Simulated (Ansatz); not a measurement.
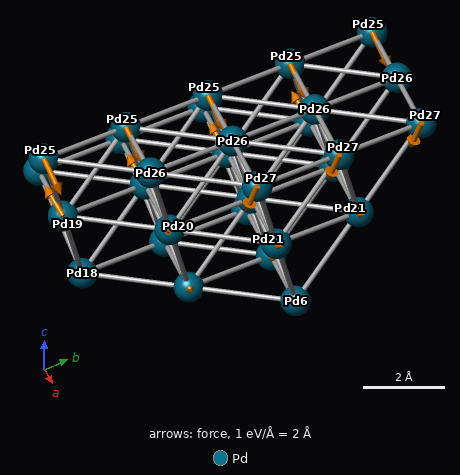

Starting geometry of a slab of composition Pd (cut from the Fm-3m phase) with the computed forces as orange arrows. A ball-and-stick model of the atoms within 5.8 Å of the atom that moves most (axes of the 1 × 3 repeat of the cell, outlined in the plane, without the vacuum (origin shifted)), seen from a free direction.

Case: stripe over 3 of 6 cells, two steps. 12 atoms are held fixed.

These are results of DFT PBE, scalar-relativistic, plane waves, PAW (Ansatz), not measurements. Settings: plane-wave cutoff 420 eV; k-point mesh 2 × 12 × 1; occupations gaussian; smearing width 0.1 eV; no spin polarisation; dipole correction; atoms relaxed in a fixed cell; force threshold 0.02 eV/Å; at most 45 steps.

### Is this structure relaxed? If not, where do the atoms go?

It isn't relaxed: the largest force vector, on a Pd atom, is 0.51 eV/Å. The final displacements follow the starting forces only in part (cosine between the two patterns 0.77). The largest move is that of a Pd atom, 0.18 Å at 44° to the normal (−c side). The lattice vectors keep their values. Some distances before and after: Pd–Pd 2.788 → 2.680 Å, Pd–Pd 2.788 → 2.875 Å, Pd–Pd 2.788 → 2.723 Å, Pd–Pd 2.788 → 2.828 Å. Over 4 geometry steps the energy falls by 0.120 eV per cell of the calculation. Largest force component: 0.41 eV/Å at the start, 0.0054 eV/Å at the end.
